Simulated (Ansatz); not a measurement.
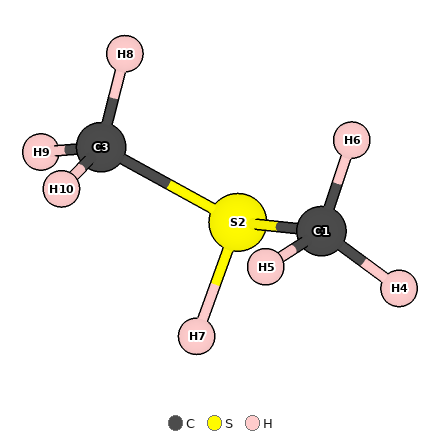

The system is C2H7S, SMILES C[SH+]C, charge +1; the picture shows the reference structure. The first coordinate is: umbrella angle at S2 (between each of its bonds and their common axis; 90 is planar); the second: change of the bonds S2–C1, S2–C3, S2–H7, all alike. Nothing is relaxed (all other coordinates rigid). Grid: 9 × 9 points. Points are written as (first, second). Energies are in eV, from the lowest grid point. Energies and slopes of some neighbouring points disagree (a jump in structure or state, or too coarse a mesh). All numbers below come from RKS r2SCAN0-D4/def2-TZVP in Ansatz.

Its coordinates:

```xyz
10

C    -1.1621    0.6718   -0.4694
S    -0.2233   -0.8508   -0.4120
C     1.0666   -0.5199    0.7837
H    -1.8632    0.5823   -1.2934
H    -0.5049    1.5237   -0.5975
H    -1.7091    0.7321    0.4663
H     0.4890   -0.7078   -1.5426
H     0.5859   -0.4956    1.7568
H     1.7596   -1.3545    0.7432
H     1.5616    0.4188    0.5649
```

Range: umbrella angle at S2 (between each of its bonds and their common axis; 90 is planar) from 50.9 to 129.1°; change of the bonds S2–C1, S2–C3, S2–H7, all alike from −0.181 to 0.279 Å.

> Predict the map.

The lowest grid point is at (119.3°, −0.008 Å). Other grid points that lie below all their neighbours: (60.7°, −0.008 Å) (0.30 eV higher). The highest grid point, (50.9°, −0.181 Å), lies 4.17 eV above the lowest.

| second ↓, first → | 50.9 | 60.7 | 70.4 | 80.2 | 90.0 | 99.8 | 109.6 | 119.3 | 129.1 |
| --- | --- | --- | --- | --- | --- | --- | --- | --- | --- |
| 0.279 | 2.11 | 1.74 | 2.03 | 2.60 | 2.89 | 2.51 | 1.92 | 1.63 | 1.93 |
| 0.222 | 1.70 | 1.25 | 1.52 | 2.10 | 2.37 | 2.00 | 1.39 | 1.11 | 1.48 |
| 0.164 | 1.38 | 0.81 | 1.07 | 1.64 | 1.91 | 1.53 | 0.92 | 0.65 | 1.10 |
| 0.107 | 1.20 | 0.49 | 0.71 | 1.27 | 1.53 | 1.16 | 0.54 | 0.29 | 0.84 |
| 0.049 | 1.18 | 0.30 | 0.47 | 1.02 | 1.27 | 0.89 | 0.28 | 0.06 | 0.73 |
| −0.008 | 1.38 | 0.30 | 0.40 | 0.93 | 1.18 | 0.79 | 0.18 | 0.00 | 0.82 |
| −0.066 | 1.89 | 0.55 | 0.57 | 1.07 | 1.30 | 0.92 | 0.31 | 0.18 | 1.17 |
| −0.123 | 2.77 | 1.12 | 1.04 | 1.51 | 1.73 | 1.33 | 0.73 | 0.67 | 1.86 |
| −0.181 | 4.17 | 2.16 | 1.94 | 2.36 | 2.56 | 2.15 | 1.57 | 1.58 | 3.02 |

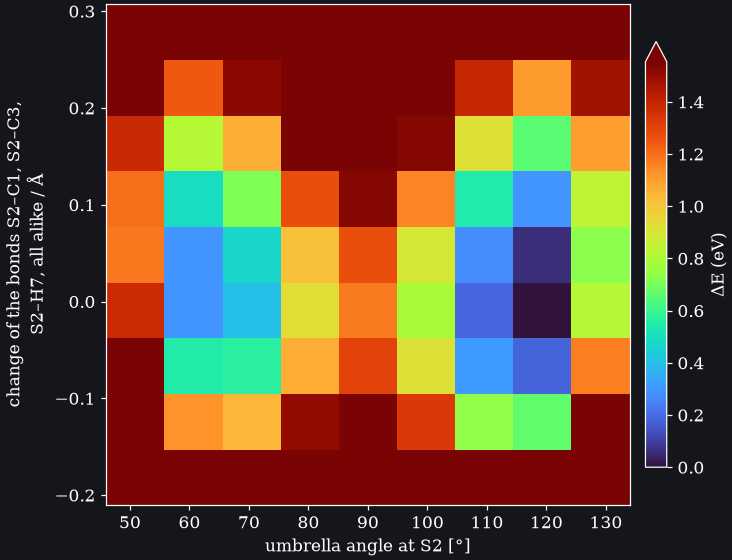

The picture shows one coloured cell a grid point, one colour for all values above the top of the scale.

Time for the 81 points that were run: 11 min on 1 thread of Arm Neoverse V1, with other jobs on the host.
